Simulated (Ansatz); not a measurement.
## Fields on a plane of TiO2 (rutile)

```
TiO2
1.0
    4.64340     0.00000     0.00000
    0.00000     4.64340     0.00000
    0.00000     0.00000     2.96385
Ti O
2 4
Cartesian
  0.00000   0.00000   0.00000
  2.32170   2.32170   1.48192
  1.41684   1.41684   0.00000
  3.73854   0.90486   1.48192
  0.90486   3.73854   1.48192
  3.22656   3.22656   0.00000
```

The slice is a (010) plane (indices of the conventional cell) through the point (0.500, 0.500, 0.500) (fractional), spanned by u = [001] and v = [100] in vectors of this cell: u (2.96 Å) and v (4.64 Å, at 90° to u). It covers one period; positions are fractions (u, v).

Atoms on it: Ti at (0.00, 0.00). Other atoms lie within 1 Å of the plane.

Method: PBE (plane waves to 420 eV, PAW, scalar-relativistic; Ansatz, a quantum-chemistry and plane-wave program). k mesh 7×7×11. These are valence fields of a PAW run, semicore shells included where kept as valence: close to a nucleus they are smooth pseudo fields. TiO2 is run without spin polarisation. TiO2 was relaxed with its symmetry unable to fall.

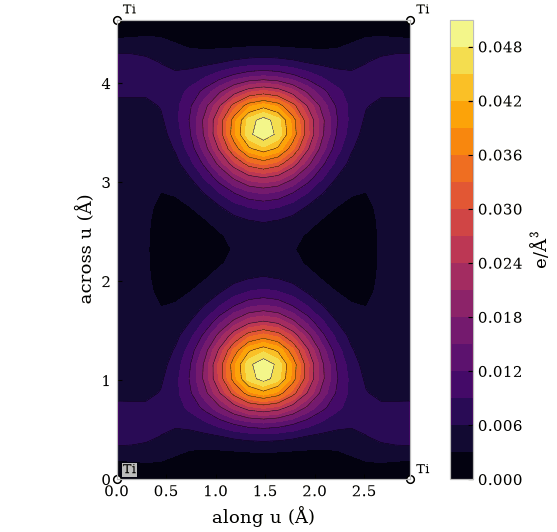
Fig. 1. Density of the highest valence band (whole band, smooth part) in e/Å³, one period of the plane, atoms marked. 

```
|xxx%%+. ..:.. .+%%xx|
|xx%@%=..:---:..=%@%x|
|%%@@*:..-+++-..:*@@%|
|@@%#=..-+###+-..=#%@|
|##+-..:+#%@%#+:..-+#|
|-::...-*%@@@%*-...::|
|    .:=#%@@@%#=:.   |
|    .:=*%@@@%*=:.   |
|    .:-+#%%%#+-:.   |
|     .:=+*#*+=:.    |
|      .:-=+=-:.     |
|       .::-::.      |
|         ...        |
|                    |
|                    |
|                    |
|                    |
|                    |
|         ...        |
|       .::-::.      |
|      .:-=+=-:.     |
|     .:=+*#*+=:.    |
|    .:-+#%%%#+-:.   |
|    .:=*%@@@%*=:.   |
|    .:=#%@@@%#=:.   |
|-::...-*%@@@%*-...::|
|##+-..:+#%@%#+:..-+#|
|@@%#=..-+###+-..=#%@|
|%%@@*:..-+++-..:*@@%|
|xx%@%=..:---:..=%@%x|
|xxx%%+. ..:.. .+%%xx|
|xxx%@*.  ...  .*@%xx|
```
Scale: ten equal steps from 0.01 (start of ' ') to 0.68 (end of '@'), in the order ' .:-=+*#%@'. Values: electron localisation function (ELF). The map has 20 points along u (one character each, u = 0 at the left) and 32 along v (v = 0 in the bottom row). Points within 0.4 Å of a nucleus are blanked (x), as the pseudised field means little there.
